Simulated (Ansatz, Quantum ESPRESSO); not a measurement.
# 1T-HfO2, layer by layer, part 6 of 7

What does each added layer of 1T-HfO2 bring in screening, and what does it do to the gap?

Quantum ESPRESSO 7.5; plane-wave DFT, PBEsol, GBRV ultrasoft pseudopotentials; geometry by Ansatz 0.2.0 with PAW datasets.

So far. Step 13 (Potential by pp.x, 2 layers): The slope in the vacuum is 0.100 eV/Å for an applied 0.10 V/Å, as it should be. Step 14 (Band structure, 2 layers: no field): Along this path the valence top lies between K and Γ and the conduction bottom at M.

### Step 16. Relaxation with Ansatz, 3 layers

Level of this step: plane-wave DFT, PBE-D3(BJ), Ansatz PAW (Ansatz 0.2.0).

System of this step: 1T-HfO2, 3 layers, AA stacking. The cell holds 9 atoms: 6 O and 3 Hf. Its edges and angles: a = 3.240 Å, b = 3.240 Å, c = 31.156 Å, α = 90.0°, β = 90.0°, γ = 120.0°. It derives from HfO2. Vacuum lies along c.

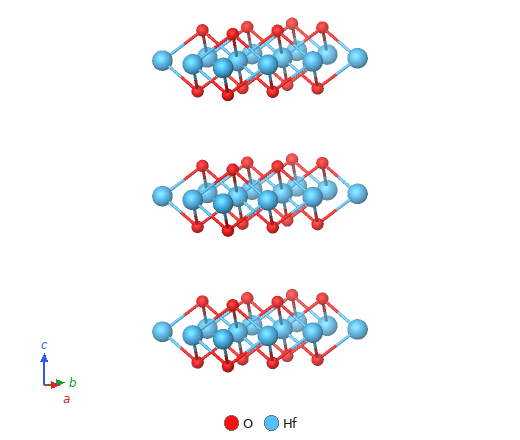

The cell of this step (oxygen red, hafnium blue). 2×3×1 cells are drawn. Some periodic images of atoms are drawn too.

input.yaml reads:

```yaml
crystal:
  lattice:
    - [3.24, 0.0, 0.0]
    - [-1.62, 2.8059223083, 0.0]
    - [0.0, 0.0, 31.1557726276]
  atoms:
    - { symbol: O, position: [0.6666666667, 0.3333333333, 0.2728226355] }
    - { symbol: Hf, position: [0.0, 0.0, 0.313241965] }
    - { symbol: O, position: [0.3333333333, 0.6666666667, 0.3536612944] }
    - { symbol: O, position: [0.6666666667, 0.3333333333, 0.4595806706] }
    - { symbol: Hf, position: [0.0, 0.0, 0.5] }
    - { symbol: O, position: [0.3333333333, 0.6666666667, 0.5404193294] }
    - { symbol: O, position: [0.6666666667, 0.3333333333, 0.6463387056] }
    - { symbol: Hf, position: [0.0, 0.0, 0.686758035] }
    - { symbol: O, position: [0.3333333333, 0.6666666667, 0.7271773645] }
kpoints:
  mp_grid: { grid: [12, 12, 1] }
hamiltonian:
  xc: pbe
  dispersion: d3bj
scf:
  occupations: { method: fermi_dirac, width: 0.05 }
  convergence: { dr2_threshold: 1.0e-08 }
efield:
  axis: 3
  dipole_correction: true
  ramp_position: 0.97
  ramp_width: 0.04
relax:
  f_tol: 0.01
  cell: { fix: [c, alpha, beta] }
output:
  write_potential: true
  write_density: true
  volumetric_format: npy
```

Run with:

```sh
$ ansatz run input.yaml --threads 4 --pin off --max-ram 8192MiB --backend cpu --events-out ev --progress --plain --runs-dir out
```

Numbers of over 12 decimals in the logs are rounded to 6 here.

The log of the run:

```text
[...]
Crystal: 9 atoms, lattice volume = 283.243 Å³
Basis set: ecut = 420 eV, 5673 PW (Γ), exchange–correlation on 48×48×432 points (8 copies of the dense FFT grid, shifted against one another)
Bands: 69, of which v1, the nominal top of the filled ones, is band 57 counted from 1 (56 counted from 0)
Symmetry: 6 space group operations
k-points: 19 of 144 (time reversal used)
[...]
SCF iter   1: F=—  HF=-50580.445652 eV  |F-HF|=—  |Δ(HF+E_count)|=         —  Δρ=2.45e-3  dr2=2.13e-2  ethr=1.77e-3  p=0.000 e·Å  D=2.99e-5 V/Å  ΔV_dip=-0.00 eV  dr2_dipole=3.58e-8  V_vac-E_F(+/−)=7.07/7.07 eV  ⟨swp⟩=7.0  Hψ=5274  notcnv=0  defer=20
[...]
SCF iter  10: F=-50580.448313 eV  HF=-50580.448313 eV  |F-HF|=1.17e-9  |Δ(HF+E_count)|=  7.06e-10  Δρ=8.24e-7  dr2=1.20e-9  ethr=8.77e-12  p=0.000 e·Å  D=1.93e-6 V/Å  ΔV_dip=-0.00 eV  dr2_dipole=3.95e-12  V_vac-E_F(+/−)=7.16/7.16 eV  ⟨swp⟩=8.3  Hψ=10158  notcnv=0
SCF 1 converged in 10 iterations: F = -50580.448313 eV  dr2 = 1.20e-9
[...]
relax step   1: F+E_penalty+E_count = -50580.44831265 eV  Δ(F+E_penalty+E_count) = +0.000e0 eV  max|allowed force component| = 4.064e0 eV/Å  Δτ_max = 0.0000 Å  P = -10.863 GPa  Ω = 283.243 Å³  fix = [c, alpha, beta]  reactions: c -17.779 GPa  (10 SCF iters, accepted)
Crystal: 9 atoms, lattice volume = 280.389 Å³
Basis set: ecut = 420 eV, 5565 PW (Γ), exchange–correlation on 48×48×432 points (8 copies of the dense FFT grid, shifted against one another)
[...]
SCF iter  11: F=-50583.796566 eV  HF=-50583.796566 eV  |F-HF|=2.18e-9  |Δ(HF+E_count)|=   7.27e-9  Δρ=1.07e-6  dr2=2.44e-9  ethr=8.77e-12  p=0.000 e·Å  D=8.83e-7 V/Å  ΔV_dip=-0.00 eV  dr2_dipole=1.14e-12  V_vac-E_F(+/−)=6.05/6.05 eV  ⟨swp⟩=9.5  Hψ=9370  notcnv=0
SCF 2 converged in 11 iterations: F = -50583.796566 eV  dr2 = 2.44e-9
relax step   2: F+E_penalty+E_count = -50583.79656591 eV  Δ(F+E_penalty+E_count) = -3.348e0 eV  max|allowed force component| = 1.420e0 eV/Å  Δτ_max = 0.1948 Å  P = -3.362 GPa  Ω = 280.389 Å³  energy of the carried Pulay correction = +5.221e-3 eV  fix = [c, alpha, beta]  reactions: c -5.568 GPa  (11 SCF iters, accepted)
Crystal: 9 atoms, lattice volume = 280.789 Å³
[...]
SCF iter  10: F=-50584.147103 eV  HF=-50584.147103 eV  |F-HF|=3.14e-9  |Δ(HF+E_count)|=   1.09e-8  Δρ=1.03e-6  dr2=2.58e-9  ethr=8.77e-12  p=0.000 e·Å  D=1.80e-6 V/Å  ΔV_dip=-0.00 eV  dr2_dipole=1.63e-14  V_vac-E_F(+/−)=5.36/5.36 eV  ⟨swp⟩=9.9  Hψ=9725  notcnv=0
SCF 3 converged in 10 iterations: F = -50584.147103 eV  dr2 = 2.58e-9
[...]
relax step   3: F+E_penalty+E_count = -50584.14710322 eV  Δ(F+E_penalty+E_count) = -3.505e-1 eV  max|allowed force component| = 3.608e-1 eV/Å  Δτ_max = 0.1921 Å  P = +1.392 GPa  Ω = 280.789 Å³  energy of the carried Pulay correction = +4.487e-3 eV  fix = [c, alpha, beta]  reactions: c +0.632 GPa  (10 SCF iters, accepted)
[... from here on, the SCF cycles and remarks between the steps are left out ...]
relax step   4: F+E_penalty+E_count = -50584.19233713 eV  Δ(F+E_penalty+E_count) = -4.523e-2 eV  max|allowed force component| = 3.441e-2 eV/Å  Δτ_max = 0.1949 Å  P = -0.521 GPa  Ω = 284.587 Å³  energy of the carried Pulay correction = -2.441e-3 eV  fix = [c, alpha, beta]  reactions: c -0.536 GPa  (10 SCF iters, accepted)
relax step   5: F+E_penalty+E_count = -50584.22604670 eV  Δ(F+E_penalty+E_count) = -3.371e-2 eV  max|allowed force component| = 8.523e-2 eV/Å  Δτ_max = 0.1950 Å  P = -0.429 GPa  Ω = 283.562 Å³  energy of the carried Pulay correction = -5.807e-4 eV  fix = [c, alpha, beta]  reactions: c -0.693 GPa  (10 SCF iters, accepted)
relax step   6: F+E_penalty+E_count = -50584.25846005 eV  Δ(F+E_penalty+E_count) = -3.241e-2 eV  max|allowed force component| = 3.258e-2 eV/Å  Δτ_max = 0.1972 Å  P = -0.196 GPa  Ω = 283.219 Å³  energy of the carried Pulay correction = +4.445e-5 eV  fix = [c, alpha, beta]  reactions: c -0.480 GPa  (10 SCF iters, accepted)
relax step   7: F+E_penalty+E_count = -50584.28561455 eV  Δ(F+E_penalty+E_count) = -2.715e-2 eV  max|allowed force component| = 2.145e-2 eV/Å  Δτ_max = 0.1919 Å  P = -0.107 GPa  Ω = 283.076 Å³  energy of the carried Pulay correction = +3.036e-4 eV  fix = [c, alpha, beta]  reactions: c -0.356 GPa  (10 SCF iters, accepted)
relax step   8: F+E_penalty+E_count = -50584.30328196 eV  Δ(F+E_penalty+E_count) = -1.767e-2 eV  max|allowed force component| = 1.489e-2 eV/Å  Δτ_max = 0.1948 Å  P = -0.052 GPa  Ω = 283.143 Å³  energy of the carried Pulay correction = +1.820e-4 eV  fix = [c, alpha, beta]  reactions: c -0.171 GPa  (11 SCF iters, accepted)
relax step   9: F+E_penalty+E_count = -50584.30408526 eV  Δ(F+E_penalty+E_count) = -8.033e-4 eV  max|allowed force component| = 2.568e-2 eV/Å  Δτ_max = 0.1408 Å  P = +0.088 GPa  Ω = 283.358 Å³  energy of the carried Pulay correction = -2.096e-4 eV  fix = [c, alpha, beta]  reactions: c +0.156 GPa  (10 SCF iters, accepted)
relax step  10: F+E_penalty+E_count = -50584.30531748 eV  Δ(F+E_penalty+E_count) = -1.232e-3 eV  max|allowed force component| = 7.531e-3 eV/Å  Δτ_max = 0.0622 Å  P = -0.015 GPa  Ω = 283.273 Å³  energy of the carried Pulay correction = -5.435e-5 eV  fix = [c, alpha, beta]  reactions: c -0.037 GPa  (9 SCF iters, accepted)
[...]
SCF iter   3: F=-50584.305388 eV  HF=-50584.305388 eV  |F-HF|=1.31e-10  |Δ(HF+E_count)|=   1.72e-9  Δρ=9.58e-7  dr2=1.35e-9  ethr=6.01e-12  p=0.000 e·Å  D=1.23e-6 V/Å  ΔV_dip=-0.00 eV  dr2_dipole=2.51e-13  V_vac-E_F(+/−)=5.47/5.47 eV  ⟨swp⟩=7.1  Hψ=8978  notcnv=0
SCF 11 converged in 3 iterations: F = -50584.305388 eV  dr2 = 1.35e-9
relax step  11: F+E_penalty+E_count = -50584.30538783 eV  Δ(F+E_penalty+E_count) = -7.036e-5 eV  max|allowed force component| = 7.518e-3 eV/Å  Δτ_max = 0.0000 Å  P = -0.008 GPa  Ω = 283.273 Å³  fix = [c, alpha, beta]  reactions: c -0.035 GPa  stress off target by 5.96e-3 GPa on what of the cell is left free  SCF on the basis re-selected at this cell (its energy is not comparable with the rows above)  (3 SCF iters)
[...]
SCF converged after 3 iterations
Free energy (F): -50584.305388 eV
[...]
Internal energy: -50584.305388 eV  (E = F + TS)
E sigma→0 (E₀):  -50584.305388 eV
Fermi energy:    2.455376 eV
Dipole field:    D = 0.000002 V/Å  (p = 0.000003 e·Å, saw-weighted, corrected)
Work function:   Φ+ = 5.4659 eV   Φ− = 5.4661 eV
[...]
--- Forces (eV/Å), atoms counted from 1 ---
  atom   1  O      0.00000000    -0.00000000     0.00751832
  atom   2  Hf    -0.00000000     0.00000000     0.00062675
  atom   3  O     -0.00000000     0.00000000    -0.00594111
  atom   4  O      0.00000000    -0.00000000     0.00471623
  atom   5  Hf     0.00000000    -0.00000000    -0.00000062
  atom   6  O     -0.00000000     0.00000000    -0.00472613
  atom   7  O      0.00000000    -0.00000000     0.00594970
  atom   8  Hf     0.00000000    -0.00000000    -0.00062569
  atom   9  O     -0.00000000     0.00000000    -0.00751775
  max |Σ_I F_I| component: 3.19e-7 eV/Å
--- Stress (GPa, compression-positive) ---
        0.005960       0.000000       0.000000
        0.000000       0.005960      -0.000000
        0.000000      -0.000000      -0.035368
  P = ⅓ Tr σ = -0.0078 GPa (-0.078 kbar)
--- Band table (eV; the first three rows and the last of 19) ---
  k-point 0: bands = [... 53 lower, -0.1665, -0.1467, -0.1467, -0.1009, 5.1706, 5.1706, 5.2014, 5.2014, ... 8 higher]
  k-point 1: bands = [... 53 lower, -0.3005, -0.2689, -0.2441, -0.0337, 5.1525, 5.1851, 5.2212, 5.3376, ... 8 higher]
  k-point 2: bands = [... 53 lower, -0.4788, -0.3942, -0.1466, 0.0596, 5.0453, 5.1255, 5.2029, 5.7637, ... 8 higher]
  k-point 18: bands = [... 53 lower, -0.9723, -0.7332, -0.6163, -0.5124, 4.8346, 5.1117, 5.3940, 6.4081, ... 8 higher]
--- Relaxed structure (10 steps of the walk, 10 accepted, 1 SCFs on fresh bases) ---
[...]
cell:  # Å, volume = 283.2729 Å³
    - [3.240171, 0, 0]
    - [-1.620085, 2.806070, 0]
    - [0, 0, 31.1557726276]
  atoms:
    - { symbol: O, position: [0.666667, 0.333333, 0.318059] }
    - { symbol: Hf, position: [-2.5692245331092226e-17, 0, 0.349340] }
    - { symbol: O, position: [0.333333, 0.666667, 0.380553] }
    - { symbol: O, position: [0.666667, 0.333333, 0.468799] }
    - { symbol: Hf, position: [0, 0, 0.500000] }
    - { symbol: O, position: [0.333333, 0.666667, 0.531201] }
    - { symbol: O, position: [0.666667, 0.333333, 0.619447] }
    - { symbol: Hf, position: [2.5692465357639926e-17, 0, 0.650659] }
    - { symbol: O, position: [0.333333, 0.666667, 0.681940] }
```

The job ended after 2.3 min (4 threads of Intel Xeon Platinum 8259CL at 2.50GHz (Skylake/Cascade Lake), shared host; peak memory 0.98 GiB).

Relaxation path:

```csv
step,energy less that of the first step (eV),largest force component (eV/Å),pressure (GPa),volume (Å³)
1,0.0000,4.0643,-10.86,283.24
2,-3.3483,1.4199,-3.36,280.39
3,-3.6988,0.3608,1.39,280.79
4,-3.7440,0.0344,-0.52,284.59
5,-3.7777,0.0852,-0.43,283.56
6,-3.8101,0.0326,-0.20,283.22
7,-3.8373,0.0214,-0.11,283.08
8,-3.8550,0.0149,-0.05,283.14
9,-3.8558,0.0257,0.09,283.36
10,-3.8570,0.0075,-0.02,283.27
11*,-3.8571,0.0075,-0.01,283.27
```

Relaxation steps marked * repeat the geometry before them on a plane-wave basis chosen anew for their cell, so energy and pressure can jump there.

Forces are held to the 6 operations that the run works with; a distortion that breaks them can't arise in this run.

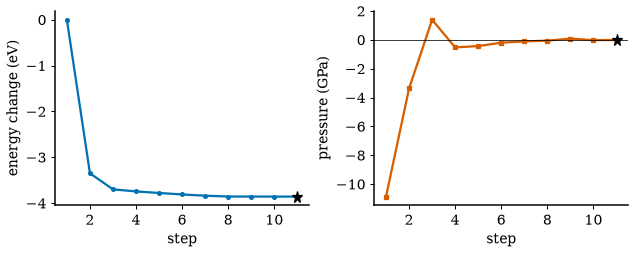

Energy and pressure along the relaxation. Stars mark steps on a basis chosen anew.

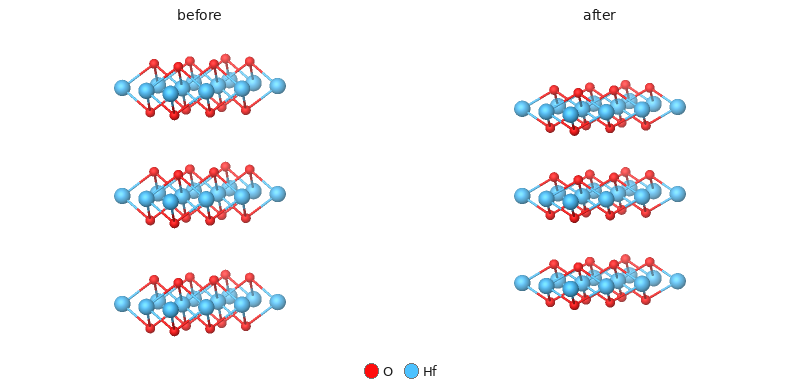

Before and after, at one scale.

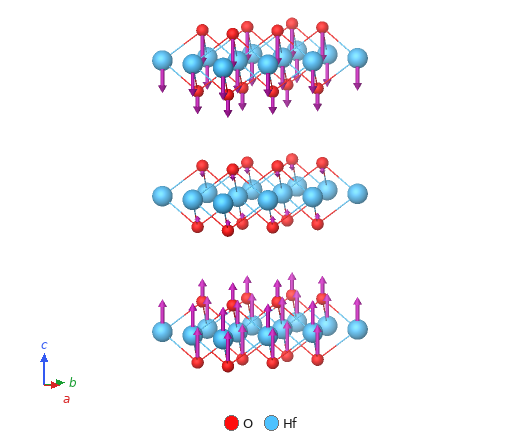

Displacements in the relaxation, scaled, measured against the changing cell; the longest in the cell stands for 1.41 Å. 2×3×1 cells are drawn. Some periodic images of atoms are drawn too.

```csv
cell as run,before,after,change
a (Å),3.240,3.240,+0.0 %
b (Å),3.240,3.240,+0.0 %
```

The atoms that moved most (Å, along periodic axes as changes of fractional coordinates times the final cell, across vacuum about the mean position):

```csv
atom,dx,dy,dz,length
O9,0.000,0.000,-1.409,1.409
O1,0.000,0.000,1.409,1.409
Hf8,0.000,0.000,-1.125,1.125
Hf2,0.000,0.000,1.125,1.125
O7,0.000,0.000,-0.838,0.838
O3,0.000,0.000,0.838,0.838
O4,0.000,0.000,0.287,0.287
O6,0.000,0.000,-0.287,0.287
```

This step gave:

* free energy: -50584.3054 eV
* Fermi energy: 2.455 eV
* gap by band count: 4.612 eV
* dipole along the normal: 2.81e-6 e·Å
* vacuum level at the upper face over a Fermi level inside the gap: 5.466 eV
* vacuum level at the lower face over a Fermi level inside the gap: 5.466 eV

### Step 17. Self-consistent run, 3 layers: no field

Level of this step: plane-wave DFT, PBEsol, GBRV ultrasoft pseudopotentials (Quantum ESPRESSO 7.5).

n3.f0.in reads:

```
&control
  prefix = 'n3.f0'
  outdir = './out'
  pseudo_dir = './pseudo'
  calculation = 'scf'
  tprnfor = .true.
  tefield = .true.
  dipfield = .true.
/
&system
  ibrav = 0
  nat = 9
  ntyp = 2
  ecutwfc = 40
  ecutrho = 200
  occupations = 'smearing'
  smearing = 'fd'
  degauss = 0.004
  edir = 3
  emaxpos = 0.97
  eopreg = 0.04
  eamp = 0.0
  nbnd = 40
/
&electrons
  conv_thr = 1e-09
  mixing_beta = 0.4
  electron_maxstep = 120
  mixing_mode = 'plain'
/
ATOMIC_SPECIES
  O   15.9990  o_pbesol_v1.2.uspp.F.UPF
  Hf  178.4900  hf_pbesol_v1.uspp.F.UPF
CELL_PARAMETERS angstrom
  3.24017076568500 0.00000000000000 -0.00000000000000
  -1.62008538284250 2.80607019568289 0.00000000000000
  -0.00000000000000 -0.00000000000000 31.15577262760000
ATOMIC_POSITIONS crystal
  O   0.666666666667 0.333333333333 0.318059455057
  Hf  -0.000000000000 0.000000000000 0.349340499747
  O   0.333333333333 0.666666666667 0.380552879540
  O   0.666666666667 0.333333333333 0.468799236545
  Hf  -0.000000000000 0.000000000000 0.500000307215
  O   0.333333333333 0.666666666667 0.531201383163
  O   0.666666666667 0.333333333333 0.619446809831
  Hf  0.000000000000 -0.000000000000 0.650659191107
  O   0.333333333333 0.666666666667 0.681940237794
K_POINTS automatic
  12 12 1 0 0 0
```

Run with:

```sh
$ OMP_NUM_THREADS=1 mpirun -n 4 pw.x -nk 4 -in n3.f0.in > n3.f0.out
```

The log of the run:

```text
[banner, memory and clock lines left out]
Program PWSCF v.7.5 starts
[...]
number of electrons       =        72.00
     number of Kohn-Sham states=           40
     kinetic-energy cutoff     =      40.0000  Ry
     charge density cutoff     =     200.0000  Ry
[...]
number of k points=    74  Fermi-Dirac smearing, width (Ry)=  0.0040
[...]
Dense  grid:    91351 G-vectors     FFT dimensions: (  27,  27, 270)
[...]
negative rho (up, down):  3.437E-01 0.000E+00
[...]
Starting wfcs are   63 randomized atomic wfcs
[...]
negative rho (up, down):  3.321E-01 0.000E+00
[...]
estimated scf accuracy    <       2.96006861 Ry
[...]
negative rho (up, down):  3.306E-01 0.000E+00
[...]
estimated scf accuracy    <       0.54672038 Ry
[...]
negative rho (up, down):  3.336E-01 0.000E+00
[...]
estimated scf accuracy    <       0.05997172 Ry
[...]
negative rho (up, down):  3.361E-01 0.000E+00
[...]
estimated scf accuracy    <       0.00322188 Ry
[...]
negative rho (up, down):  3.366E-01 0.000E+00
[...]
estimated scf accuracy    <       0.00143003 Ry
[...]
negative rho (up, down):  3.366E-01 0.000E+00
[...]
estimated scf accuracy    <       0.00083245 Ry
[...]
negative rho (up, down):  3.366E-01 0.000E+00
[...]
estimated scf accuracy    <       0.00007178 Ry
[...]
negative rho (up, down):  3.366E-01 0.000E+00
[...]
estimated scf accuracy    <       0.00000183 Ry
[...]
negative rho (up, down):  3.366E-01 0.000E+00
[...]
estimated scf accuracy    <       0.00000049 Ry
[...]
negative rho (up, down):  3.366E-01 0.000E+00
[...]
estimated scf accuracy    <       0.00000042 Ry
[...]
negative rho (up, down):  3.366E-01 0.000E+00
[...]
estimated scf accuracy    <          9.0E-09 Ry
[...]
negative rho (up, down):  3.366E-01 0.000E+00
[...]
Total length         56.5208 bohr
[...]
estimated scf accuracy    <          4.3E-09 Ry
[...]
negative rho (up, down):  3.366E-01 0.000E+00
[...]
Computed dipole along edir(3) :
        Dipole                0.0000 Ry au,          0.0000 Debye
        Dipole field          0.0000 Ry au,
        Potential amp.       -0.0000 Ry
        Total length         56.5208 bohr
[...]
the Fermi energy is     1.3530 ev
!    total energy              =    -670.30274462 Ry
     estimated scf accuracy    <          1.5E-10 Ry
     smearing contrib. (-TS)   =       0.00000000 Ry
     internal energy E=F+TS    =    -670.30274462 Ry
[...]
one-electron contribution =   -6483.77797830 Ry
     hartree contribution      =    3252.51418812 Ry
     xc contribution           =    -269.30093685 Ry
     ewald contribution        =    2830.26198242 Ry
     electric field correction =       0.00000000 Ry
     convergence has been achieved in  13 iterations
     negative rho (up, down):  3.366E-01 0.000E+00
[...]
Total force =     0.042401     Total SCF correction =     0.000027
[...]
```

Elapsed: 4.3 min, on 4 MPI ranks; peak memory 1.4 GiB; 17 min of CPU time.

Read from the output:

```
free energy                          : -9119.9334 eV
Fermi energy                         : 1.353 eV
dipole along the normal              : 0 e·Å
valence top, on the run's zero       : -1.256 eV
conduction bottom, on the run's zero : 3.345 eV
gap by band count                    : 4.601 eV
```

### Step 18. Electrostatic potential, 3 layers

n3.f0.pot.in reads:

```
&inputpp
  prefix = 'n3.f0'
  outdir = './out'
  filplot = 'n3.f0.pot.dat'
  plot_num = 11
/
```

Run with:

```sh
$ OMP_NUM_THREADS=1 mpirun -n 4 pp.x -in n3.f0.pot.in > n3.f0.pot.out
```

It took 2.3 s on 4 MPI ranks; peak memory 0.62 GiB; 8.4 s of CPU time.

Read from the output:

| Property | Result |
| --- | --- |
| slope of the potential above | 4.11e-6 eV/Å |
| upper vacuum line continued to the top atoms, over the valence top | 7.933 eV |
| slope of the potential below | 3.18e-6 eV/Å |
| lower vacuum line continued to the bottom atoms, over the valence top | 7.933 eV |
| vacuum level at the upper face over the valence top of the mesh | 7.933 eV |
| vacuum level at the lower face over the valence top of the mesh | 7.933 eV |

### Step 19. Ground state, 3 layers: field 0.1 V/Å

n3.f1.in is the input of step 17 with these lines changed:

```diff
@@ -1,3 +1,3 @@
 &control
-  prefix = 'n3.f0'
+  prefix = 'n3.f1'
   outdir = './out'
@@ -21,3 +21,3 @@
   eopreg = 0.04
-  eamp = 0.0
+  eamp = 0.00194469
   nbnd = 40
@@ -29,2 +29,3 @@
   mixing_mode = 'plain'
+  startingpot = 'file'
 /
```

Run with:

```sh
$ cp -r out/n3.f0.save out/n3.f1.save
$ OMP_NUM_THREADS=1 mpirun -n 4 pw.x -nk 4 -in n3.f1.in > n3.f1.out
```

The log of the run:

```text
[banner, memory and clock lines left out]
Program PWSCF v.7.5 starts
[...]
number of electrons       =        72.00
     number of Kohn-Sham states=           40
     kinetic-energy cutoff     =      40.0000  Ry
     charge density cutoff     =     200.0000  Ry
[...]
number of k points=    74  Fermi-Dirac smearing, width (Ry)=  0.0040
[...]
Dense  grid:    91351 G-vectors     FFT dimensions: (  27,  27, 270)
[...]
The initial density is read from file :
[...]
negative rho (up, down):  3.366E-01 0.000E+00
[...]
Starting wfcs are   63 randomized atomic wfcs
[...]
negative rho (up, down):  3.365E-01 0.000E+00
[...]
estimated scf accuracy    <       0.00233944 Ry
[...]
negative rho (up, down):  3.365E-01 0.000E+00
[...]
estimated scf accuracy    <       0.00265713 Ry
[...]
negative rho (up, down):  3.366E-01 0.000E+00
[...]
estimated scf accuracy    <       0.00002930 Ry
[...]
negative rho (up, down):  3.366E-01 0.000E+00
[...]
estimated scf accuracy    <       0.00003452 Ry
[...]
negative rho (up, down):  3.366E-01 0.000E+00
[...]
estimated scf accuracy    <       0.00001014 Ry
[...]
negative rho (up, down):  3.366E-01 0.000E+00
[...]
estimated scf accuracy    <       0.00000117 Ry
[...]
negative rho (up, down):  3.366E-01 0.000E+00
[...]
estimated scf accuracy    <       0.00000020 Ry
[...]
negative rho (up, down):  3.366E-01 0.000E+00
[...]
estimated scf accuracy    <       0.00000003 Ry
[...]
negative rho (up, down):  3.366E-01 0.000E+00
[...]
estimated scf accuracy    <          1.5E-09 Ry
[...]
negative rho (up, down):  3.366E-01 0.000E+00
[...]
estimated scf accuracy    <          2.9E-09 Ry
[...]
negative rho (up, down):  3.366E-01 0.000E+00
[...]
Computed dipole along edir(3) :
        Dipole                0.0834 Ry au,          0.2120 Debye
        Dipole field          0.0005 Ry au,
        E field amplitude [Ha a.u.]:  1.9447E-03
        Potential amp.        0.1578 Ry
        Total length         56.5208 bohr
[...]
the Fermi energy is     1.2442 ev
!    total energy              =    -670.30290682 Ry
     estimated scf accuracy    <          2.2E-10 Ry
     smearing contrib. (-TS)   =       0.00000000 Ry
     internal energy E=F+TS    =    -670.30290682 Ry
[...]
one-electron contribution =   -6483.77703106 Ry
     hartree contribution      =    3252.51330700 Ry
     xc contribution           =    -269.30088648 Ry
     ewald contribution        =    2830.26198242 Ry
     electric field correction =      -0.00027869 Ry
     convergence has been achieved in  11 iterations
     negative rho (up, down):  3.366E-01 0.000E+00
[...]
Total force =     0.043041     Total SCF correction =     0.000072
[...]
```

Elapsed: 3.4 min, on 4 MPI ranks; peak memory 1.1 GiB; 13 min of CPU time.

Numbers from this step:

```
free energy                          : -9119.9356 eV
Fermi energy                         : 1.244 eV
dipole along the normal              : 0.04414 e·Å
valence top, on the run's zero       : -1.110 eV
conduction bottom, on the run's zero : 3.284 eV
gap by band count                    : 4.394 eV
```

(Part 6 of 7 ends here.)

[Logs are printed without paths, hosts, clocks, repeated set-up lines and the standing remarks that a program may print on its own settings, such as how far it seeks lower states.]

[Hosts, paths, dates, database ids (printed as entryN), source tags and the programs' standing remarks are cut or masked in the printed files.]

[Maps of the electrostatic potential energy from Ansatz leave out the sawtooth potential of an applied field or a dipole correction, so their vacuum need not be flat; planar profiles and work functions include it.]
